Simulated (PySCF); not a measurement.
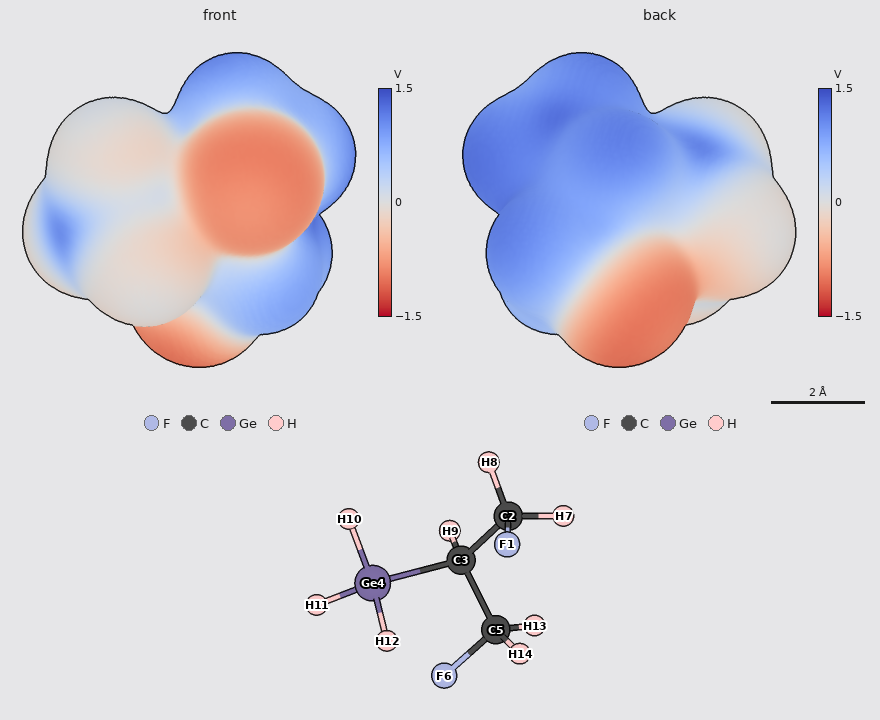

Figure 1: C$_{3}$H$_{8}$F$_{2}$Ge (SMILES FC[CH]([GeH3])CF). The electrostatic potential painted on the density surface at 0.002 e/bohr³, seen from the front and from behind; the colour scale runs from red (negative) to blue (positive). The bare structure is drawn below in the same view.

Geometry: GFN2-xTB.

The calculation used wB97X-D/def2-SVPD, SCF density, gas phase in PySCF.

| atom | x (Å) | y (Å) | z (Å) |
| --- | --- | --- | --- |
| F | -0.4987 | -1.2355 | 1.5254 |
| C | -1.2384 | -0.8288 | 0.4325 |
| C | -0.3838 | 0.0976 | -0.4044 |
| Ge | 1.4652 | -0.6503 | -0.5310 |
| C | -0.2619 | 1.4637 | 0.2453 |
| F | 0.8289 | 2.1079 | -0.3026 |
| H | -2.1431 | -0.3489 | 0.8217 |
| H | -1.4994 | -1.7371 | -0.1177 |
| H | -0.8360 | 0.2005 | -1.3926 |
| H | 1.3710 | -2.1274 | -0.7490 |
| H | 2.1879 | -0.0365 | -1.6809 |
| H | 2.1973 | -0.3818 | 0.7350 |
| H | -1.1321 | 2.1075 | 0.0802 |
| H | -0.0576 | 1.3686 | 1.3159 |

### Where is the surface potential most negative and most positive?

The most negative region (about −1.0 V) lies over F6, the most positive (about +1.2 V) over C2, C5 and H7.
